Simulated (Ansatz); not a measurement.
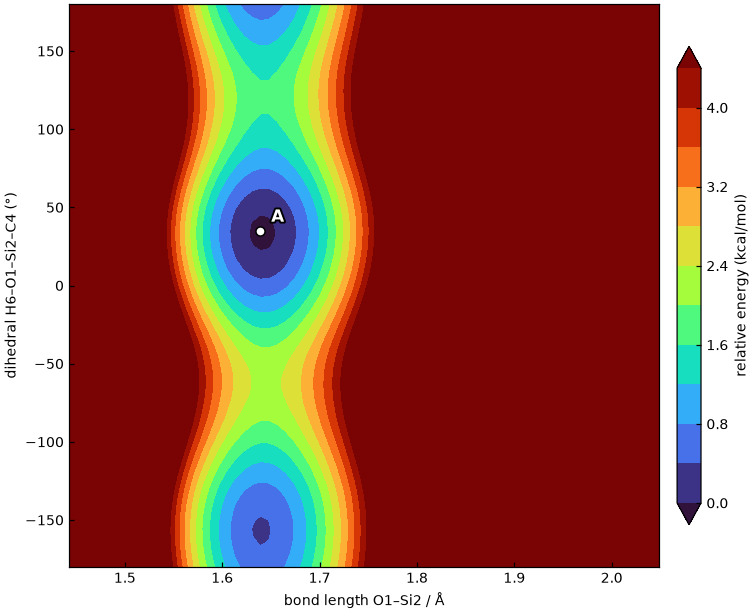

CH3BrO2Si, SMILES O[Si]1(Br)CO1. Coordinates scanned: (1) bond length O1–Si2; (2) dihedral H6–O1–Si2–C4. Nothing is relaxed (all other coordinates rigid). The scan uses a 7 × 8 grid. Points are written as (first, second). Energies are in kcal/mol, from the lowest grid point. Computed with RKS PBE0-D4/def2-SVP (Ansatz 0.2.0).

The picture shows filled contours, one colour for all values above the top of the scale, the point A. Between grid points the surface is interpolated.

Question: What is the easiest way out of the well at A, and how high is the barrier?

Answer: The easiest path leads from the well at about (1.64 Å, 35°) to the well at about (1.64 Å, −155°), about 0.44 kcal/mol higher (on a rigid scan; wells that are mirror images or exchange like atoms can differ by this much). Its highest point lies about 1.7 kcal/mol above the bottom of the first well on the interpolated surface, at about (1.64 Å, 120°). Seen from the upper well the barrier is about 1.3 kcal/mol. The start is the relaxed structure and all else is held, so a fully relaxed path at this level can only be lower.

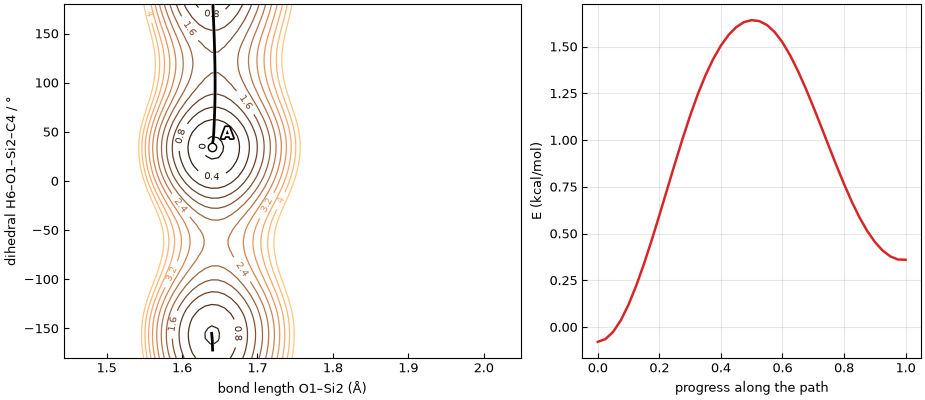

The picture shows contour lines labelled in kcal/mol (none above 4.4), a line along the lowest path, the energy along the path at the right. Between grid points the surface is interpolated.
